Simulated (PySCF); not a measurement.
**SiHF3 (SMILES F[SiH](F)F) at 6 levels**

We compute a comparison of 6 runs (HF/3-21G, BHLYP/def2-SVPD, PBE0/def2-SVPD, SVWN5/def2-SVPD, TPSS/def2-SVPD, wB97M-V/def2-SVPD) of SiHF3. 

The calculation is run with PySCF 2.14.0.

2 further runs of the same task are left out: 2 set aside as unsound or not needed.

### 1 The molecule

SiHF3 has 5 atoms, charge 0, and is taken as a singlet. SMILES: `F[SiH](F)F`. The Si2–F4 distance was set to 3.460 Å, away from the relaxed value. At this shape a bond of the SMILES string is far longer than usual.

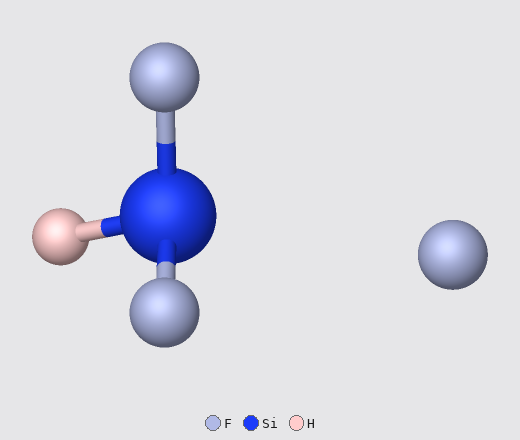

Viewed from a chosen angle; fluorine light blue, silicon blue, hydrogen pink.

### 2 The energy at HF/3-21G (run 1)

The input, calc.py:

```python
from pyscf import gto, scf

mol = gto.M(
    atom='''
F      0.196830     1.435823     2.409794
Si     0.684630     1.519723     0.916694
F      0.046830     2.799423     0.261294
F     -0.495900    -1.263300    -0.767200
H      2.143330     1.580423     0.853394
''',
    max_memory=1860,
    charge=0,
    verbose=4,
    spin=0,
    basis='3-21g',
)

mf = scf.RHF(mol)
mf.conv_tol = 1e-10
mf.kernel()
if not mf.converged:
    mf = mf.newton().run(mf.mo_coeff, mf.mo_occ)

energy = mf.e_tot
print('E = %.10f Eh' % energy)
```

The run is started by

```
$ OMP_NUM_THREADS=1 python calc.py
```

Output:

```text
PySCF version 2.14.0

[... 40 lines left out ...]
WARN: HOMO -0.0832025872898546 == LUMO -0.0826849352100521
[... 30 lines left out ...]
converged SCF energy = -584.544063439865
E = -584.5440634399 Eh
```

Wall time 0.72 s (1 thread of Arm Neoverse V1, shared host); peak memory 0.1 GiB.

### 3 A single-point energy at BHLYP/def2-SVPD (run 2)

The input, calc.py:

```python
from pyscf import gto, dft

mol = gto.Mole()
mol.atom = '''
F        0.196830       1.435823       2.409794
Si       0.684630       1.519723       0.916694
F        0.046830       2.799423       0.261294
F       -0.495900      -1.263300      -0.767200
H        2.143330       1.580423       0.853394
'''
mol.spin = 0
mol.max_memory = 1860
mol.basis = 'def2-svpd'
mol.verbose = 4
mol.build()

ks = dft.RKS(mol)
ks.xc = 'bhandhlyp'
ks.grids.level = 5
ks.conv_tol = 1e-10
ks.kernel()
if not ks.converged:
    ks = ks.newton().run(ks.mo_coeff, ks.mo_occ)

energy = ks.e_tot
print(f'total energy: {energy:.8f} hartree')
```

The run is started by

```
$ OMP_NUM_THREADS=1 python calc.py
```

Output:

```text
PySCF version 2.14.0

[... 85 lines left out ...]
converged SCF energy = -589.13354145637
total energy: -589.13354146 hartree
```

It took 23 s on 1 thread of Arm Neoverse V1, shared host; peak memory 0.51 GiB.

Run 3 isn't shown in full; the table further down has it.

### 4 A single-point energy at SVWN5/def2-SVPD (run 4)

The input, input.py:

```python
from pyscf import gto, dft

molecule = gto.M(
    atom=[
    ('F', (0.196830, 1.435823, 2.409794)),
    ('Si', (0.684630, 1.519723, 0.916694)),
    ('F', (0.046830, 2.799423, 0.261294)),
    ('F', (-0.495900, -1.263300, -0.767200)),
    ('H', (2.143330, 1.580423, 0.853394)),
],
    basis='def2-svpd',
    max_memory=1860,
    spin=0,
    charge=0,
    verbose=3,
)

mf = dft.RKS(molecule, xc='svwn')
mf.conv_tol = 1e-10
mf.grids.level = 5
mf.kernel()
if not mf.converged:
    mf = mf.newton().run(mf.mo_coeff, mf.mo_occ)

etot = mf.e_tot
print('E(%s) = %.9f' % ('SVWN5', etot))
```

The run is started by

```
$ OMP_NUM_THREADS=1 python input.py
```

Output:

```text
converged SCF energy = -586.225471159695
E(SVWN5) = -586.225471160
```

It took 30 s on 1 thread of Arm Neoverse V1, shared host; peak memory 0.34 GiB.

Run 5 isn't shown in full; the table further down has it.

### 5 A single-point energy at wB97M-V/def2-SVPD (run 6)

The input, input.py:

```python
from pyscf import gto, dft

mol = gto.Mole()
mol.atom = '''
F        0.196830       1.435823       2.409794
Si       0.684630       1.519723       0.916694
F        0.046830       2.799423       0.261294
F       -0.495900      -1.263300      -0.767200
H        2.143330       1.580423       0.853394
'''
mol.verbose = 4
mol.max_memory = 1860
mol.basis = 'def2-svpd'
mol.build()

mf = dft.RKS(mol)
mf.xc = 'wb97m-v'
mf.conv_tol = 1e-10
mf.nlcgrids.level = 1
mf.grids.level = 5
mf.kernel()
if not mf.converged:
    mf = mf.newton().run(mf.mo_coeff, mf.mo_occ)

e_tot = mf.e_tot
print('Final energy', e_tot)
```

The run is started by

```
$ OMP_NUM_THREADS=1 python input.py
```

Output:

```text
PySCF version 2.14.0

[... 93 lines left out ...]
converged SCF energy = -589.163812738695
Final energy -589.1638127386955
```

It took 95 s on 1 thread of Arm Neoverse V1, shared host; peak memory 0.57 GiB.

### 6 All runs side by side

```csv
run,level,integration grid,nlc grid,energy (Eh),dipole moment (D),HOMO energy (eV),LUMO energy (eV),wall time
1,HF/3-21G,–,–,-584.544063,6.36,-9.08,-2.53,0.72 s
2,BHLYP/def2-SVPD,5,–,-589.133541,8.70,-9.11,-5.16,23 s
3,PBE0/def2-SVPD,5,–,-588.852660,7.78,-8.20,-5.77,29 s
4,SVWN5/def2-SVPD,5,–,-586.225471,7.21,-6.61,-6.49,30 s
5,TPSS/def2-SVPD,5,–,-589.320566,7.01,-6.61,-6.25,64 s
6,wB97M-V/def2-SVPD,5,1,-589.163813,8.64,-10.08,-3.93,95 s
```

### 7 What came out

| quantity | value |
| --- | --- |
| run 6: total energy | -589.16381 Eh |
| run 6: dipole moment | 8.64 D |
| run 6: HOMO energy | -10.08 eV |
| run 6: LUMO energy | -3.93 eV |
| run 6: HOMO–LUMO gap | 6.15 eV |

What this shows: The dipole moment (its size) runs from 6.36 D (HF/3-21G) to 8.70 D (BHLYP/def2-SVPD). The two ends differ in method and basis. The HOMO–LUMO gap runs from 0.12 eV (SVWN5/def2-SVPD) to 6.55 eV (HF/3-21G). Totals of different functionals can't be ranked against each other. In runs 1, 2, 3, 4, 5, 6 a closed-shell determinant meets a far-stretched bond, which it describes badly. All runs together took 4 min, the longest 95 s.
